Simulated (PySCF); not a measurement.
```xyz
21

C     2.0993   -0.4927    0.7198
C     1.2418   -0.0285   -0.4555
C     0.1717   -1.0637   -0.8213
C    -0.9413   -1.2179    0.2157
C    -1.8280    0.0254    0.4441
C    -1.4399    1.2555   -0.3771
Si    0.3990    1.6579   -0.1381
H     1.5157   -0.5568    1.6348
H     2.5293   -1.4743    0.5203
H     2.9133    0.2083    0.8912
H     1.9079    0.0552   -1.3213
H    -0.2675   -0.7973   -1.7849
H     0.6495   -2.0412   -0.9463
H    -0.4880   -1.5145    1.1629
H    -1.5732   -2.0512   -0.1018
H    -1.7891    0.2999    1.5006
H    -2.8679   -0.2313    0.2244
H    -1.6528    1.0758   -1.4317
H    -2.0741    2.0895   -0.0756
H     0.6474    2.1225    1.2326
H     0.8470    2.6794   -1.0927
```

Geometry: GFN2-xTB; a saddle point, not a minimum.

Method: PySCF 2.14.0, PBE/pcSseg-1, SCF density, gas phase, non-relativistic.

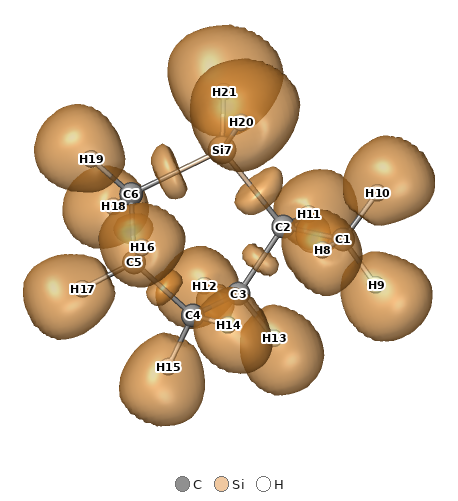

C6H14Si. Isosurface of the ELF at 0.85 (orange), seen across its widest extent. Only the valence region is drawn (cores and ρ < 0.01 e/Å³ removed).

### What do the ELF domains correspond to?

The ELF exceeds this value in five regions between bonded C–C atoms (shared pairs), two regions between bonded C–Si atoms (shared pairs) and 14 regions around hydrogen nuclei. Profiles from the grid: C–C (1.53 Å): the ELF peaks at about 0.95 between the atoms: a covalent bond. C–Si (1.90 Å): the ELF peaks at about 0.95 between the atoms, as expected for a covalent bond.
